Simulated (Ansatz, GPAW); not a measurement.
**An In chain with one Pd atom in line: relaxation, then transmission at several levels**

How well does an In chain with one Pd atom in line conduct once its atoms have relaxed, and how much do cheaper levels lose?

Method: Ansatz plane waves; relaxation of the junction with the lead ends held; PAW set soft_1, in the first sound run; inputs show where later runs differ, in GPAW 26.7.0 and Ansatz 0.2.0.

## 1. The structure

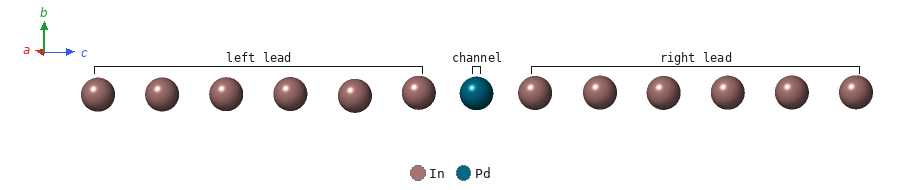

Start, viewed from the side, with the c axis across the page; indium brown, palladium blue.

The cell holds 13 atoms: 12 In and 1 Pd. Its edges and angles: a = 9.000 Å, b = 9.000 Å, c = 37.824 Å, α = 90.0°, β = 90.0°, γ = 90.0°. Regions: left lead, 6 atoms (6 In); channel, 1 atom (1 Pd); right lead, 6 atoms (6 In). Vacuum lies along a and b. The structure is stacked along c, and the current runs across the ab planes.

## 2. Relaxing the atoms

Transmission follows bond lengths closely, so the atoms between the held lead ends are relaxed first, from a slightly shaken start that lets symmetry break.

input.yaml

```yaml
crystal:
  lattice:
    - [9.0, 0.0, 0.0]
    - [0.0, 9.0, 0.0]
    - [0.0, 0.0, 37.8244]
  atoms:
    - { symbol: In, position: [0.5, 0.5, 0.038995992] }
    - { symbol: In, position: [0.5, 0.5, 0.116987976] }
    - { symbol: In, position: [0.5, 0.5, 0.19497996] }
    - { symbol: In, position: [0.5, 0.5, 0.272971944] }
    - { symbol: In, position: [0.5060891885, 0.4897388936, 0.3517238058] }
    - { symbol: In, position: [0.5002321241, 0.5043941667, 0.4292617696] }
    - { symbol: Pd, position: [0.5060908621, 0.5001058125, 0.4995905584] }
    - { symbol: In, position: [0.5019349497, 0.5014403562, 0.5707610648] }
    - { symbol: In, position: [0.4991756539, 0.5023981356, 0.6495946923] }
    - { symbol: In, position: [0.5, 0.5, 0.727028056] }
    - { symbol: In, position: [0.5, 0.5, 0.80502004] }
    - { symbol: In, position: [0.5, 0.5, 0.883012024] }
    - { symbol: In, position: [0.5, 0.5, 0.961004008] }
kpoints:
  mp_grid: { grid: [1, 1, 2] }
hamiltonian:
  xc: pbe
  pseudopotentials: { kind: paw, azcp: { folder: soft_1 } }
scf:
  occupations: { method: fermi_dirac, width: 0.1 }
relax:
  f_tol: 0.03
  max_steps: 80
  constraints: [{ sites: [0, 1, 2, 3, 9, 10, 11, 12] }]
```

The run is started by

```
$ ansatz run input.yaml --threads 4 --pin off --max-ram 8192MiB --backend cpu --events-out ev --progress --plain --runs-dir out
```

Numbers of over 12 decimals in the logs are rounded to 6 here.

The program printed:

```text
Engine: ansatz 0.2.0, aarch64-unknown-linux-gnu
Pseudopotentials: kind: paw
Pseudopotential: In, paw, valence charge 13, recommended cutoff 420 eV (normal), soft_1/In.paw.azcp
Pseudopotential: Pd, paw, valence charge 18, recommended cutoff 420 eV (normal), soft_1/Pd.paw.azcp
Functional definition: PBE
  parameter kappa = 0.804
  parameter beta = 0.066725
  exchange = pbe_x(kappa = kappa, mu = beta*pi^2/3)
  correlation = pbe_c(beta = beta)
Crystal: 13 atoms, lattice volume = 3063.776 Å³
Basis set: ecut = 420 eV, 59795 PW (Γ), exchange–correlation on 128×128×512 points (8 copies of the dense FFT grid, shifted against one another)
Bands: 105, of which v1, the nominal top of the filled ones, is band 87 counted from 1 (86 counted from 0)
Symmetry: 1 space group operations
Space group: P1 (ITA 1), of the structure as read, at distance tolerance 1.5e-4 Å
k-points: 2
Non-local potential: In, projectors of the file, l = 0: 2, l = 1: 2, l = 2: 2, l = 3: 1
Non-local potential: Pd, projectors of the file, l = 0: 2, l = 1: 2, l = 2: 2, l = 3: 1
PAW form: soft (Blöchl's): semilocal exchange-correlation on the pseudo side does not see the compensation charge
PAW one-centre angular grid: In, 590 points (default); XC on 64 Gauss nodes
PAW one-centre angular grid: Pd, 590 points (default); XC on 64 Gauss nodes
Initial density: superposition of atomic densities (neutral atoms: chi_scale 0, normalization atom)
Initial wavefunctions: pseudopotential atomic-orbital guess
Functional: x = pbe(κ = 0.804, μ = 0.219515), c = pbe(β = 0.066725)
iter 1 solved again at ethr=2.81e-3 eV; its pass at ethr=3.10e-3 eV (dr2=4.90e0 eV) is discarded
SCF iter   1: F=—  HF=-74133.779316 eV  |F-HF|=—  |Δ(HF+E_count)|=         —  Δρ=9.76e-3  dr2=4.87e0  ethr=2.81e-3  ⟨swp⟩=1.0  Hψ=974  notcnv=0
preconditioner: auto → LDOS  [metal: Δε(μ)=0.111 eV  Ē_g=12.615 eV  σ=0.100 eV  W_gap=0.27  n_scr=264 (ndim 8)  ℏωp=8.6 eV  f_vac=0.695  D(μ)=27.10/eV (n_scr^D=102)  β→1.0]
SCF iter   2: F=—  HF=-74133.097753 eV  |F-HF|=—  |Δ(HF+E_count)|=   6.82e-1  Δρ=9.09e-3  dr2=2.52e0  ethr=2.80e-3  ⟨swp⟩=4.0  Hψ=577  notcnv=0
SCF iter   3: F=—  HF=-74132.937265 eV  |F-HF|=—  |Δ(HF+E_count)|=   1.60e-1  Δρ=5.83e-3  dr2=1.44e0  ethr=1.45e-3  ⟨swp⟩=3.0  Hψ=477  notcnv=0
SCF iter   4: F=—  HF=-74132.820531 eV  |F-HF|=—  |Δ(HF+E_count)|=   1.17e-1  Δρ=2.35e-3  dr2=2.04e-1  ethr=8.30e-4  ⟨swp⟩=2.0  Hψ=277  notcnv=0
SCF iter   5: F=—  HF=-74132.787736 eV  |F-HF|=—  |Δ(HF+E_count)|=   3.28e-2  Δρ=5.19e-4  dr2=2.04e-2  ethr=1.17e-4  ⟨swp⟩=2.0  Hψ=374  notcnv=0
SCF iter   6: F=—  HF=-74132.787374 eV  |F-HF|=—  |Δ(HF+E_count)|=   3.62e-4  Δρ=1.91e-4  dr2=4.48e-3  ethr=1.17e-5  ⟨swp⟩=2.0  Hψ=259  notcnv=0
SCF iter   7: F=—  HF=-74132.787317 eV  |F-HF|=—  |Δ(HF+E_count)|=   5.72e-5  Δρ=1.45e-4  dr2=1.90e-3  ethr=2.57e-6  ⟨swp⟩=1.0  Hψ=210  notcnv=0
SCF iter   8: F=—  HF=-74132.787252 eV  |F-HF|=—  |Δ(HF+E_count)|=   6.49e-5  Δρ=2.49e-5  dr2=1.12e-4  ethr=1.09e-6  ⟨swp⟩=2.0  Hψ=229  notcnv=0
SCF iter   9: F=-74132.787228 eV  HF=-74132.787242 eV  |F-HF|=1.48e-5  |Δ(HF+E_count)|=   9.47e-6  Δρ=1.25e-5  dr2=2.06e-5  ethr=1.29e-8  ⟨swp⟩=3.0  Hψ=937  notcnv=0
SCF 1 converged in 9 iterations: F = -74132.787228 eV  dr2 = 2.06e-5
  greatest PAW one-centre occupation: 0.999 electrons in one spin orbital (limit 2), on the Pd atom at site 6 (counted from 0), in its partial waves of l = 0
relax step   1: F+E_penalty+E_count = -74132.78722757 eV  Δ(F+E_penalty+E_count) = +0.000e0 eV  max|allowed force component| = 8.115e-1 eV/Å  Δτ_max = 0.0000 Å  (9 SCF iters, dr2 threshold 2.25e-5 eV, accepted)
Initial density: handed on by an earlier stage of this run
Initial wavefunctions: those handed on with the density
iter 1 solved again at ethr=2.16e-4 eV; its pass at ethr=3.10e-3 eV (dr2=3.75e-1 eV) is discarded
SCF iter   1: F=—  HF=-74132.884010 eV  |F-HF|=—  |Δ(HF+E_count)|=         —  Δρ=7.77e-4  dr2=3.69e-1  ethr=2.16e-4  ⟨swp⟩=1.0  Hψ=677  notcnv=0
preconditioner: auto → LDOS  [metal: Δε(μ)=0.076 eV  Ē_g=12.594 eV  σ=0.100 eV  W_gap=0.19  n_scr=264 (ndim 8)  ℏωp=8.6 eV  f_vac=0.717  D(μ)=27.99/eV (n_scr^D=102)  β→1.0]
SCF iter   2: F=—  HF=-74132.876057 eV  |F-HF|=—  |Δ(HF+E_count)|=   7.95e-3  Δρ=4.01e-4  dr2=9.54e-3  ethr=2.12e-4  ⟨swp⟩=1.0  Hψ=210  notcnv=0
SCF iter   3: F=—  HF=-74132.875977 eV  |F-HF|=—  |Δ(HF+E_count)|=   7.99e-5  Δρ=1.66e-4  dr2=1.45e-3  ethr=5.48e-6  ⟨swp⟩=2.0  Hψ=373  notcnv=0
SCF iter   4: F=—  HF=-74132.875760 eV  |F-HF|=—  |Δ(HF+E_count)|=   2.17e-4  Δρ=6.12e-5  dr2=3.84e-4  ethr=8.34e-7  ⟨swp⟩=2.0  Hψ=375  notcnv=0
SCF iter   5: F=—  HF=-74132.875823 eV  |F-HF|=—  |Δ(HF+E_count)|=   6.24e-5  Δρ=9.70e-5  dr2=3.88e-4  ethr=2.20e-7  ⟨swp⟩=2.0  Hψ=389  notcnv=0
SCF iter   6: F=-74132.875751 eV  HF=-74132.875766 eV  |F-HF|=1.52e-5  |Δ(HF+E_count)|=   5.66e-5  Δρ=1.71e-5  dr2=3.05e-5  ethr=2.37e-8  ⟨swp⟩=3.0  Hψ=789  notcnv=0
SCF 2 converged in 6 iterations: F = -74132.875751 eV  dr2 = 3.05e-5
  greatest PAW one-centre occupation: 1.000 electrons in one spin orbital (limit 2), on the Pd atom at site 6 (counted from 0), in its partial waves of l = 0
relax step   2: F+E_penalty+E_count = -74132.87575109 eV  Δ(F+E_penalty+E_count) = -8.852e-2 eV  max|allowed force component| = 1.240e-1 eV/Å  Δτ_max = 0.0957 Å  (6 SCF iters, dr2 threshold 4.12e-5 eV, accepted)
SCF iter   1: F=—  HF=-74132.883441 eV  |F-HF|=—  |Δ(HF+E_count)|=         —  Δρ=2.71e-4  dr2=2.41e-2  ethr=9.34e-4  ⟨swp⟩=4.0  Hψ=353  notcnv=0
preconditioner: auto → LDOS  [metal: Δε(μ)=0.061 eV  Ē_g=12.591 eV  σ=0.100 eV  W_gap=0.15  n_scr=264 (ndim 8)  ℏωp=8.6 eV  f_vac=0.717  D(μ)=28.25/eV (n_scr^D=110)  β→1.0]
SCF iter   2: F=—  HF=-74132.883750 eV  |F-HF|=—  |Δ(HF+E_count)|=   3.09e-4  Δρ=2.02e-4  dr2=7.66e-3  ethr=1.39e-5  ⟨swp⟩=2.0  Hψ=377  notcnv=0
SCF iter   3: F=—  HF=-74132.883354 eV  |F-HF|=—  |Δ(HF+E_count)|=   3.95e-4  Δρ=7.25e-5  dr2=1.08e-3  ethr=4.40e-6  ⟨swp⟩=2.0  Hψ=341  notcnv=0
SCF iter   4: F=—  HF=-74132.883330 eV  |F-HF|=—  |Δ(HF+E_count)|=   2.45e-5  Δρ=6.62e-5  dr2=2.76e-4  ethr=6.20e-7  ⟨swp⟩=2.0  Hψ=373  notcnv=0
SCF iter   5: F=—  HF=-74132.883776 eV  |F-HF|=—  |Δ(HF+E_count)|=   4.46e-4  Δρ=4.20e-5  dr2=8.53e-5  ethr=1.59e-7  ⟨swp⟩=2.0  Hψ=381  notcnv=0
SCF iter   6: F=—  HF=-74132.883766 eV  |F-HF|=—  |Δ(HF+E_count)|=   1.04e-5  Δρ=9.40e-6  dr2=2.11e-5  ethr=4.90e-8  ⟨swp⟩=2.0  Hψ=377  notcnv=0
SCF iter   7: F=—  HF=-74132.883765 eV  |F-HF|=—  |Δ(HF+E_count)|=   1.22e-7  Δρ=5.51e-6  dr2=4.84e-6  ethr=1.21e-8  ⟨swp⟩=2.0  Hψ=215  notcnv=0
SCF iter   8: F=—  HF=-74132.883765 eV  |F-HF|=—  |Δ(HF+E_count)|=   3.55e-7  Δρ=2.33e-6  dr2=3.32e-6  ethr=2.78e-9  ⟨swp⟩=2.0  Hψ=376  notcnv=0
SCF iter   9: F=-74132.883765 eV  HF=-74132.883765 eV  |F-HF|=1.10e-7  |Δ(HF+E_count)|=   7.25e-8  Δρ=1.30e-6  dr2=1.87e-7  ethr=5.52e-10  ⟨swp⟩=3.0  Hψ=648  notcnv=0
SCF 3 converged in 9 iterations: F = -74132.883765 eV  dr2 = 1.87e-7
relax step   3: F+E_penalty+E_count = -74132.88376493 eV  Δ(F+E_penalty+E_count) = -8.014e-3 eV  max|allowed force component| = 6.242e-2 eV/Å  Δτ_max = 0.0894 Å  (9 SCF iters, dr2 threshold 9.60e-7 eV, accepted)
[... from here on, the SCF cycles and remarks between the steps are left out ...]
relax step   4: F+E_penalty+E_count = -74132.90197494 eV  Δ(F+E_penalty+E_count) = -1.821e-2 eV  max|allowed force component| = 9.016e-2 eV/Å  Δτ_max = 0.1999 Å  (10 SCF iters, accepted)
relax step   5: F+E_penalty+E_count = -74132.92387179 eV  Δ(F+E_penalty+E_count) = -2.190e-2 eV  max|allowed force component| = 1.256e-1 eV/Å  Δτ_max = 0.2000 Å  (8 SCF iters, dr2 threshold 2.06e-6 eV, accepted)
relax step   6: F+E_penalty+E_count = -74132.94128592 eV  Δ(F+E_penalty+E_count) = -1.741e-2 eV  max|allowed force component| = 9.864e-2 eV/Å  Δτ_max = 0.2000 Å  (7 SCF iters, dr2 threshold 1.58e-5 eV, accepted)
relax step   7: F+E_penalty+E_count = -74132.95467103 eV  Δ(F+E_penalty+E_count) = -1.339e-2 eV  max|allowed force component| = 9.552e-2 eV/Å  Δτ_max = 0.1902 Å  (7 SCF iters, dr2 threshold 6.00e-6 eV, accepted)
relax step   8: F+E_penalty+E_count = -74132.96892927 eV  Δ(F+E_penalty+E_count) = -1.426e-2 eV  max|allowed force component| = 6.184e-2 eV/Å  Δτ_max = 0.1999 Å  (8 SCF iters, dr2 threshold 5.63e-6 eV, accepted)
relax step   9: F+E_penalty+E_count = -74132.97280623 eV  Δ(F+E_penalty+E_count) = -3.877e-3 eV  max|allowed force component| = 1.827e-1 eV/Å  Δτ_max = 0.1998 Å  (8 SCF iters, dr2 threshold 1.60e-6 eV, accepted)
relax step  10: F+E_penalty+E_count = -74132.97875428 eV  Δ(F+E_penalty+E_count) = -5.948e-3 eV  max|allowed force component| = 1.142e-1 eV/Å  Δτ_max = 0.0758 Å  (7 SCF iters, dr2 threshold 1.40e-5 eV, accepted)
relax step  11: F+E_penalty+E_count = -74132.98733361 eV  Δ(F+E_penalty+E_count) = -8.579e-3 eV  max|allowed force component| = 1.177e-2 eV/Å  Δτ_max = 0.1952 Å  (8 SCF iters, dr2 threshold 5.09e-6 eV, accepted)
relax step  12: F+E_penalty+E_count = -74132.98733462 eV  Δ(F+E_penalty+E_count) = -1.013e-6 eV  max|allowed force component| = 1.177e-2 eV/Å  Δτ_max = 0.0000 Å  (5 SCF iters, accepted)
relax step  13: F+E_penalty+E_count = -74132.99017987 eV  Δ(F+E_penalty+E_count) = -2.845e-3 eV  max|allowed force component| = 2.931e-2 eV/Å  Δτ_max = 0.1930 Å  (10 SCF iters, accepted)
relax step  14: F+E_penalty+E_count = -74132.99163683 eV  Δ(F+E_penalty+E_count) = -1.457e-3 eV  max|allowed force component| = 3.901e-2 eV/Å  Δτ_max = 0.0727 Å  (9 SCF iters, accepted)
relax step  15: F+E_penalty+E_count = -74132.99436350 eV  Δ(F+E_penalty+E_count) = -2.727e-3 eV  max|allowed force component| = 1.332e-2 eV/Å  Δτ_max = 0.1960 Å  (9 SCF iters, dr2 threshold 1.52e-6 eV, accepted)
relax step  16: F+E_penalty+E_count = -74132.99436447 eV  Δ(F+E_penalty+E_count) = -9.625e-7 eV  max|allowed force component| = 1.334e-2 eV/Å  Δτ_max = 0.0000 Å  (2 SCF iters, accepted)
SCF iter   1: F=—  HF=-74133.001745 eV  |F-HF|=—  |Δ(HF+E_count)|=         —  Δρ=9.35e-4  dr2=4.12e-2  ethr=5.06e-4  ⟨swp⟩=6.5  Hψ=510  notcnv=0
preconditioner: auto → LDOS  [metal: Δε(μ)=0.104 eV  Ē_g=12.553 eV  σ=0.100 eV  W_gap=0.25  n_scr=264 (ndim 8)  ℏωp=8.6 eV  f_vac=0.715  D(μ)=26.05/eV (n_scr^D=102)  β→1.0]
SCF iter   2: F=—  HF=-74133.004047 eV  |F-HF|=—  |Δ(HF+E_count)|=   2.30e-3  Δρ=7.89e-4  dr2=3.11e-2  ethr=2.37e-5  ⟨swp⟩=3.0  Hψ=426  notcnv=0
SCF iter   3: F=—  HF=-74132.996906 eV  |F-HF|=—  |Δ(HF+E_count)|=   7.14e-3  Δρ=2.66e-4  dr2=2.99e-3  ethr=1.79e-5  ⟨swp⟩=2.0  Hψ=375  notcnv=0
SCF iter   4: F=—  HF=-74132.997065 eV  |F-HF|=—  |Δ(HF+E_count)|=   1.59e-4  Δρ=2.17e-4  dr2=2.00e-3  ethr=1.72e-6  ⟨swp⟩=2.0  Hψ=376  notcnv=0
SCF iter   5: F=—  HF=-74132.996822 eV  |F-HF|=—  |Δ(HF+E_count)|=   2.44e-4  Δρ=5.12e-5  dr2=1.27e-4  ethr=1.15e-6  ⟨swp⟩=2.0  Hψ=374  notcnv=0
SCF iter   6: F=—  HF=-74132.996869 eV  |F-HF|=—  |Δ(HF+E_count)|=   4.76e-5  Δρ=1.18e-5  dr2=8.95e-6  ethr=7.31e-8  ⟨swp⟩=2.0  Hψ=384  notcnv=0
SCF iter   7: F=—  HF=-74132.997322 eV  |F-HF|=—  |Δ(HF+E_count)|=   4.52e-4  Δρ=5.40e-6  dr2=1.50e-6  ethr=5.14e-9  ⟨swp⟩=2.0  Hψ=400  notcnv=0
SCF iter   8: F=—  HF=-74132.997322 eV  |F-HF|=—  |Δ(HF+E_count)|=   3.38e-9  Δρ=1.23e-6  dr2=1.13e-7  ethr=8.61e-10  ⟨swp⟩=2.0  Hψ=378  notcnv=0
SCF iter   9: F=-74132.997322 eV  HF=-74132.997322 eV  |F-HF|=1.54e-8  |Δ(HF+E_count)|=   8.38e-8  Δρ=7.42e-7  dr2=3.08e-8  ethr=5.75e-11  ⟨swp⟩=5.0  Hψ=637  notcnv=0
SCF 17 converged in 9 iterations: F = -74132.997322 eV  dr2 = 3.08e-8
relax step  17: F+E_penalty+E_count = -74132.99732179 eV  Δ(F+E_penalty+E_count) = -2.957e-3 eV  max|allowed force component| = 1.576e-2 eV/Å  Δτ_max = 0.1958 Å  (9 SCF iters, accepted)
SCF converged after 9 iterations
Free energy (F): -74132.997322 eV
Harris-Foulkes:  -74132.997322 eV  (|F-HF|=1.54e-8)
Internal energy: -74132.183064 eV  (E = F + TS)
E sigma→0 (E₀):  -74132.590193 eV
Entropy (-TS):   -0.814257 eV (-62.635 meV/atom)
Fermi energy:    -1.836572 eV
--- Per-component energies (eV) ---
  E_band       = -2708.874976
  E_kinetic    = 3025.183955
  E_local      = -38729.508502  (includes V_loc(G=0)·N_el)
  E_nonlocal   = 4287.426161
  E_hartree    = 16808.605889
  E_xc         = -1847.104866
  E_vxc        = -1231.598565  (∫ρ·V_xc dr)
  E_paw        = -54273.272877  (= ΣΔE_a)
  E_vpaw       = -3677.591373  (= ΣTr[D̂ρ^β])
  E_aug_tail   = 0.002003  (compensation charges beyond the density's cutoff)
  E_ewald      = -3403.514826
  E_smearing   = -0.814257  (= −TS)
  E_closure    = -0.000000  (closes the sum)
  Σ components = -74132.997322   (vs F -74132.997322, Δ=0.00e0)
--- Forces (eV/Å), atoms counted from 1 ---
  atom   1  In     0.00570303     0.01754473     0.02949841
  atom   2  In    -0.01184615    -0.01012330     0.06583211
  atom   3  In    -0.02409072    -0.04934748    -0.00011221
  atom   4  In     0.02990179     0.04705751     0.23907046
  atom   5  In    -0.00133438     0.00656920    -0.00344467
  atom   6  In    -0.00335481     0.00240430    -0.00602711
  atom   7  Pd    -0.00878766    -0.00581086     0.00898257
  atom   8  In     0.00296608     0.00192191    -0.01576323
  atom   9  In     0.00084363    -0.00546003     0.00736822
  atom  10  In     0.05949373     0.01014906    -0.22854824
  atom  11  In    -0.05483034    -0.00773114    -0.00350567
  atom  12  In    -0.01402189    -0.00703743    -0.06438829
  atom  13  In     0.01935008    -0.00018451    -0.02893195
  max |Σ_I F_I| component: 4.80e-5 eV/Å
--- Relaxed structure (17 steps of the walk, 17 accepted, 0 SCFs on fresh bases) ---
  F+E_penalty+E_count = -74132.99732179 eV   max|allowed force component| = 1.576e-2 eV/Å
  atoms:
    - { symbol: In, position: [0.5, 0.5, 0.038995992] }
    - { symbol: In, position: [0.5, 0.5, 0.116988] }
    - { symbol: In, position: [0.5, 0.5, 0.19497996] }
    - { symbol: In, position: [0.5, 0.5, 0.272972] }
    - { symbol: In, position: [0.449873, 0.417618, 0.351361] }
    - { symbol: In, position: [0.517733, 0.498616, 0.434173] }
    - { symbol: Pd, position: [0.578524, 0.536738, 0.500636] }
    - { symbol: In, position: [0.513611, 0.504489, 0.567125] }
    - { symbol: In, position: [0.406971, 0.477511, 0.648932] }
    - { symbol: In, position: [0.5, 0.5, 0.727028056] }
    - { symbol: In, position: [0.5, 0.5, 0.80502004] }
    - { symbol: In, position: [0.5, 0.5, 0.883012] }
    - { symbol: In, position: [0.5, 0.5, 0.961004008] }
```

It took 2.5 min on 4 threads of Arm Neoverse V2, shared host; peak memory 3.4 GiB.

The steps of the relaxation:

```csv
step,energy less that of the first step (eV),largest force component (eV/Å)
1,0.0000,0.8115
2,-0.0885,0.1240
3,-0.0965,0.0624
4,-0.1147,0.0902
5,-0.1366,0.1256
6,-0.1541,0.0986
7,-0.1674,0.0955
8,-0.1817,0.0618
9,-0.1856,0.1827
10,-0.1915,0.1142
11,-0.2001,0.0118
12,-0.2001,0.0118
13,-0.2030,0.0293
14,-0.2044,0.0390
15,-0.2071,0.0133
16,-0.2071,0.0133
17,-0.2101,0.0158
```

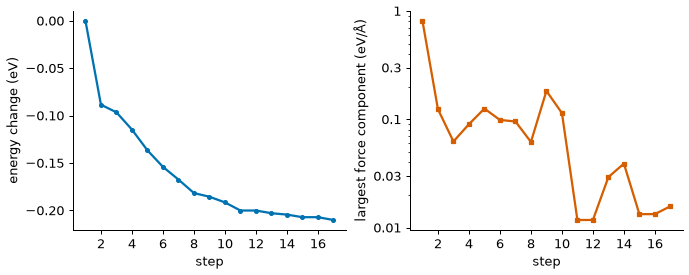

Energy and largest force along the relaxation.

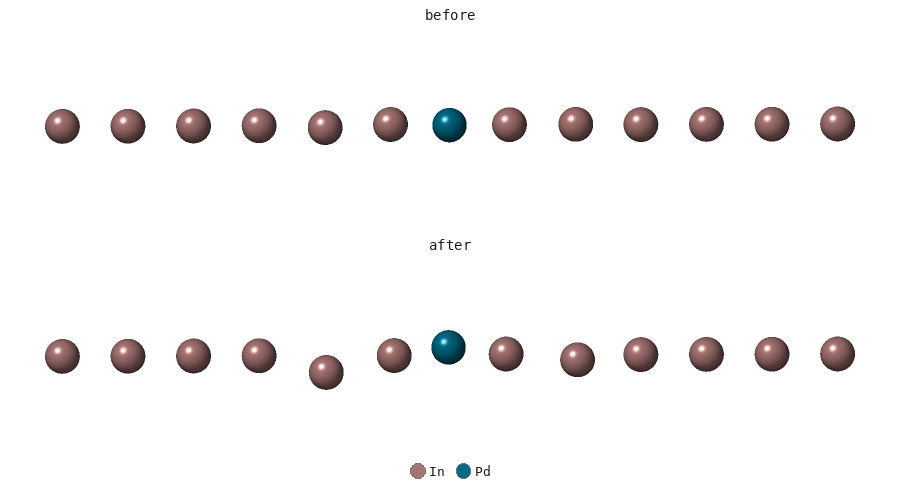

Before and after, at one scale.

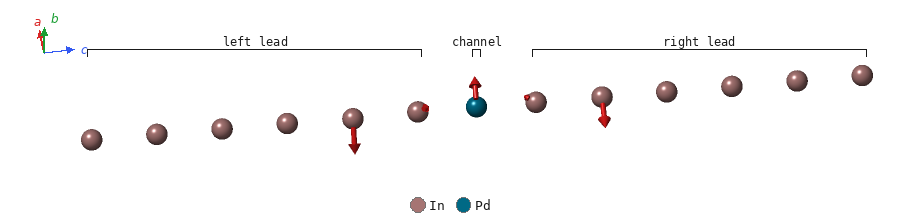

Displacements in the relaxation, exaggerated; the longest in the cell stands for 0.86 Å.

The atoms that moved most (Å):

```csv
atom,dx,dy,dz,length
In9,-0.830,-0.224,-0.025,0.860
In5,-0.506,-0.649,-0.014,0.823
Pd7,0.652,0.330,0.040,0.732
In6,0.158,-0.052,0.186,0.249
In8,0.105,0.027,-0.138,0.175
```

This step gave:

| Property | Result |
| --- | --- |
| free energy | -74132.9973 eV |
| smearing term TS | 0.8143 eV |
| symmetry operations | 1 |

The relaxation lowered the energy of the cell by 0.210 eV.

(Part 1 of 3 ends here.)

[Logs are printed without paths, hosts, clocks, repeated set-up lines and the standing remarks that a program may print on its own settings, such as how far it seeks lower states.]

[Hosts, paths, dates, database ids (printed as entryN), source tags and the programs' standing remarks are cut or masked in the printed files.]
